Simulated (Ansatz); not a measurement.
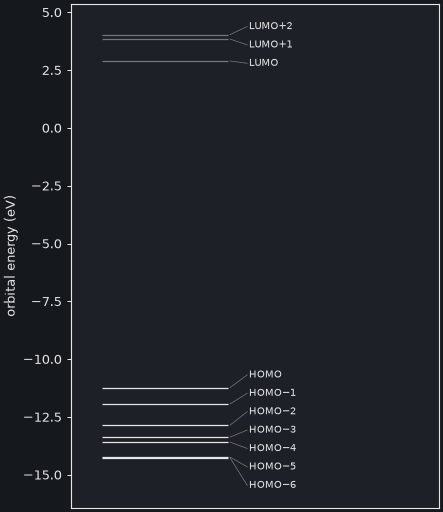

Hartree-Fock orbital energies near the frontier, HF/def2-TZVPP with the Ansatz code, at a PBE0-D4/def2-TZVP geometry (a minimum by its frequencies), isolated molecule; empty levels in grey, levels within 0.03 eV side by side.

Question: Which molecule has this level scheme?
A. AlSbH₃F, SMILES [F][AlH][SbH2], singlet
B. C₂H₁₀BNSi, SMILES CB(C)N[SiH3]
C. CH₅BF₂Si, SMILES B[C@@H](F)[SiH2]F

Answer: B. HOMO −11.23 eV, LUMO 2.89 eV, separation 14.12 eV.

Caveats: one conformer of a flexible molecule; empty levels above zero depend strongly on the basis.
